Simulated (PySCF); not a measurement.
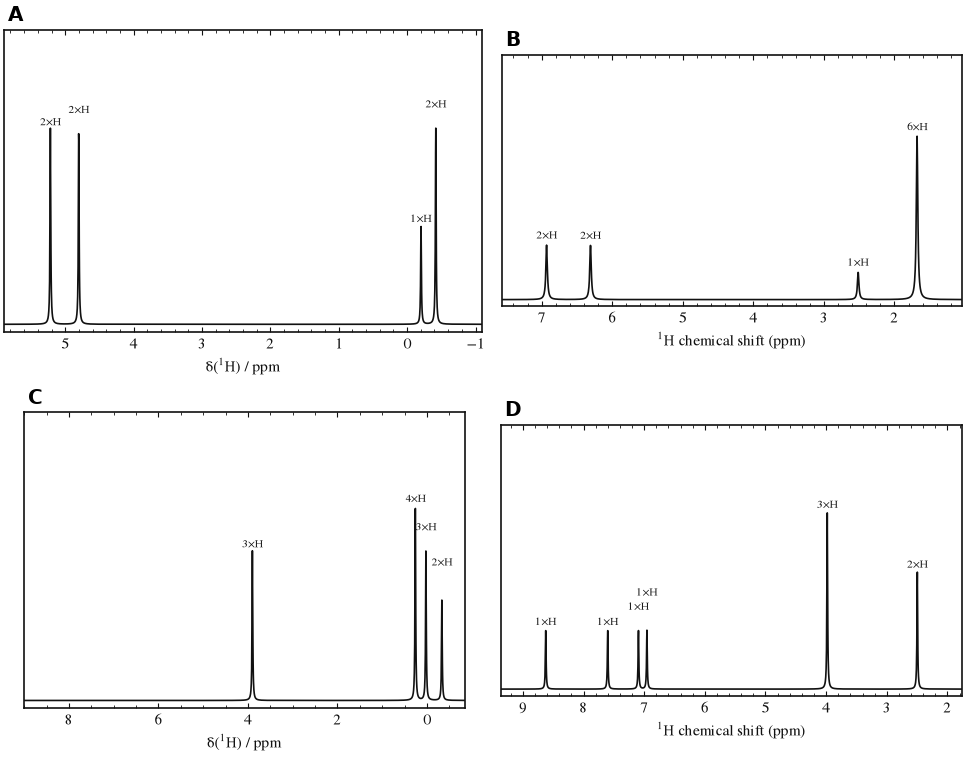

GIAO shifts, PBE0/pcSseg-1, PySCF, at a PBE0-D3(BJ)/def2-SVP geometry (no frequency check), against TMS for ¹H computed at the same level. Gas phase, fully decoupled, line heights follow the number of nuclei, widths are arbitrary (no quadrupolar broadening); values of one conformer, averaged over nuclei that symmetry, rotation about single bonds or inversion at nitrogen exchange, these motions taken as fast; other conformers aren't averaged in. Protons on N, O or S are those of the isolated molecule, without hydrogen bonds to neighbours or exchange.

> Pair each panel with its molecule.
1. C₂H₁₂N₂Si₂, SMILES C[Si](N)(N)C[SiH3]
2. Si₂NH₇O, SMILES N[SiH2][SiH2]O
3. C₉H₁₁N, SMILES C#CC(C)(C)n1cccc1
4. C₆H₉NSi, SMILES [SiH3]Cc1ccccn1

A: 2 (5.22 (2 H), 4.80 (2 H), −0.20 (1 H), −0.42 (2 H) ppm)
B: 3 (6.93 (2 H), 6.31 (2 H), 2.51 (1 H), 1.68 (6 H) ppm)
C: 1 (3.90 (3 H), 0.26 (4 H), 0.02 (3 H), −0.33 (2 H) ppm)
D: 4 (8.62 (1 H), 7.60 (1 H), 7.09 (1 H), 6.95 (1 H), 3.98 (3 H), 2.50 (2 H) ppm)
